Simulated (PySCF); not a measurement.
# EPR calculation, with input and output: CH2NO3S

- system: CH2NO3S, multiplicity 2, SMILES [N]=CS(=O)(=O)O
- method: UKS B3LYP, pcH-1 on C H N O S, non-relativistic, mean-field spin-orbit, GIAO (PySCF 2.14.0)

It belongs to a series of runs on one base structure; here: X = H replaced by SO3H.

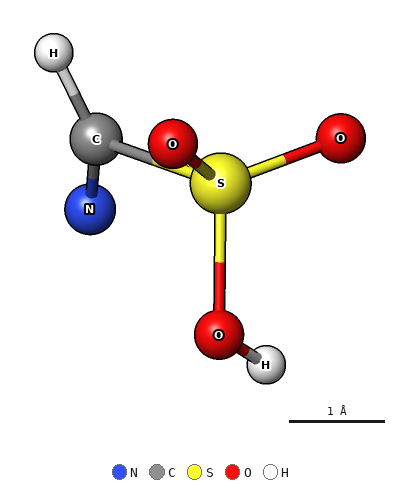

Fig. 1: The structure (ball-and-stick view, seen at a tilt). Bond lengths as drawn: C–H 1.08 Å, C–N 1.18 Å, C–S 1.94 Å, H–O 0.96 Å and O–S 1.42 to 1.59 Å.

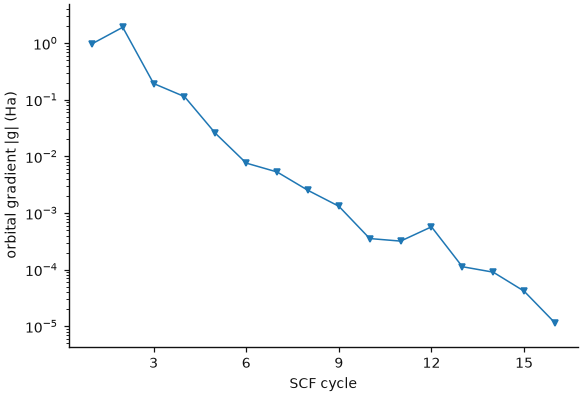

Fig. 2: Convergence of the self-consistent field: orbital gradient |g| against the SCF cycle. All cycles printed in the log are drawn one after another.

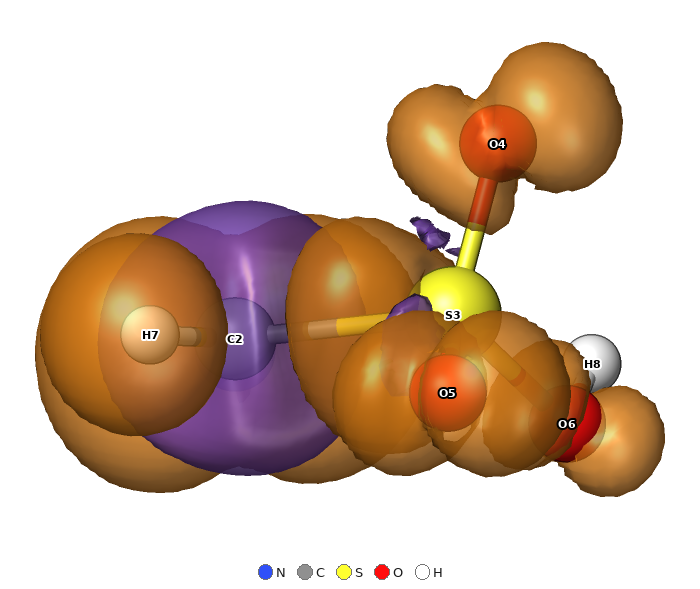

Fig. 3: Isosurfaces of the spin density (α minus β) at +0.008 (orange) and −0.008 e/Å³ (purple), seen from the side. The unpaired spin (1 electron) lies mostly on N1 (about 0.6), S3 (about 0.1) and O5 (about 0.1), in electrons by Hirshfeld's partition.

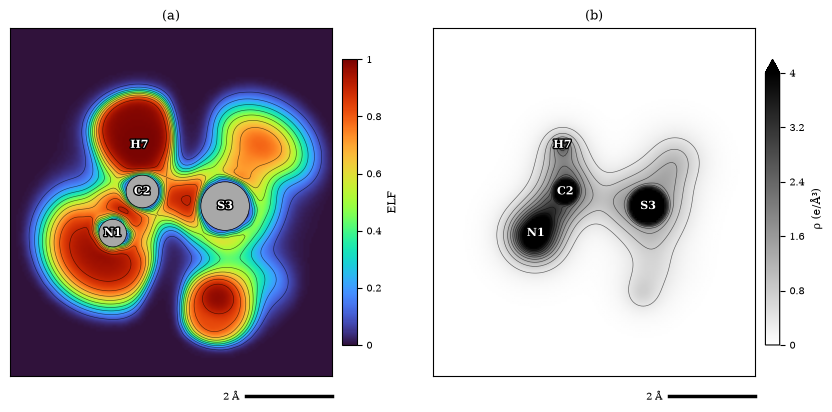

Fig. 4: (a) electron localisation function; (b) total electron density on the plane of atoms S3, C2 and H7. Grey discs, where drawn, cover atomic cores. Atoms in the plane: N, C, S and H. C–H (1.08 Å): ρ is about 2.1 e/Å³ halfway; the ELF climbs to about 1 towards the hydrogen, as it does in any bond to H (a covalent bond by its length).

These pictures come from the run below.

The input:
```
{"job": {"kind": "epr", "basis": "pcH-1"}, "charge": 0, "multiplicity": 2}
N      1.595367     0.476763    -1.033752
C      1.318217     0.188604     0.079287
S     -0.547593    -0.262037     0.386475
O     -0.711447    -1.627108    -0.010789
O     -0.894337     0.153224     1.703802
O     -1.295046     0.682662    -0.656297
H      1.775571     0.075677     1.049761
H     -1.231674     0.321628    -1.543053
```

The first line tells a small driver script what to run in PySCF; the rest is the geometry in Å.

Launched with:
```bash
OMP_NUM_THREADS=1 python <driver script> task.json out
```

Log:
```
UKS, coarse grid
  cycle   1  E = -717.45667490  |g| = 9.70e-01
  cycle   2  E = -716.48315431  |g| = 1.91e+00
  cycle   3  E = -717.76607121  |g| = 1.94e-01
  cycle   4  E = -717.77659324  |g| = 1.14e-01
  cycle   5  E = -717.78081812  |g| = 2.57e-02
  cycle   6  E = -717.78111766  |g| = 7.63e-03
  cycle   7  E = -717.78114927  |g| = 5.32e-03
  cycle   8  E = -717.78116540  |g| = 2.52e-03
  cycle   9  E = -717.78117236  |g| = 1.32e-03
  cycle  10  E = -717.78117406  |g| = 3.55e-04
UKS, final grid
  cycle   1  E = -717.78117177  |g| = 3.20e-04
  cycle   2  E = -717.78117175  |g| = 5.72e-04
  cycle   3  E = -717.78117189  |g| = 1.13e-04
  cycle   4  E = -717.78117192  |g| = 9.05e-05
  cycle   5  E = -717.78117193  |g| = 4.18e-05
  cycle   6  E = -717.78117193  |g| = 1.15e-05
E = -717.78117193 Eh   <S^2> = 0.7614 (exact 0.7500)
g shifts (ppm)      1          2          3
  rmc          -268       -268       -268
  gc              4         44         31
  oz_so         128        974       3932
  total        -136        751       3695
hyperfine (MHz)  atom isotope    a_iso     a_fc   dipolar eigenvalues
    0   14N      16.51      16.52    -37.45    -29.45     66.90
    1   13C     -81.58     -81.61    -10.01     -9.23     19.23
    2   33S     163.82     164.14    -18.05    -17.16     35.21
    3   17O      -4.09      -3.99    -28.26     14.04     14.22
    4   17O      -4.85      -4.76    -34.33     16.88     17.45
    5   17O      -8.90      -8.84    -11.05      5.26      5.79
    6    1H     187.29     187.29     -3.33     -0.45      3.78
    7    1H      -0.97      -1.00     -4.75      0.20      4.55
```

Results in brief:

- outcome: converged
- total energy: −717.781172 hartree
- ⟨S²⟩: 0.761
- isotropic g: 2.0038
- hardware: 1 CPU thread, shared host
- wall time: 22 s
- peak memory: 0.7 GiB
